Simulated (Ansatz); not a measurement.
Response to strain in CuI

Base system: CuI in the zinc blende structure (space group F-43m, No. 216; a = 6.023 Å).

Strains are applied to the cell and any free atomic positions relax.

The values are results of r2SCAN (Ansatz, a program for electronic structure), no spin-orbit coupling, not measurements.

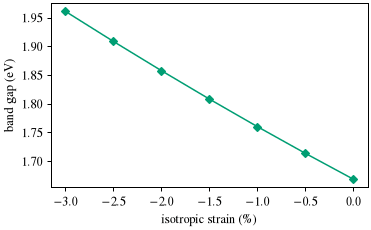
Figure. Band gap against isotropic strain

| isotropic strain (%) | band gap |
|---|---|
| -3 | 1.96 eV |
| -2.5 | 1.91 eV |
| -2 | 1.86 eV |
| -1.5 | 1.81 eV |
| -1 | 1.76 eV |
| -0.5 | 1.71 eV |

With I present, leaving out spin-orbit coupling can change the band edges. Whether these cells are dynamically stable was not tested. All final runs are without spin polarisation.
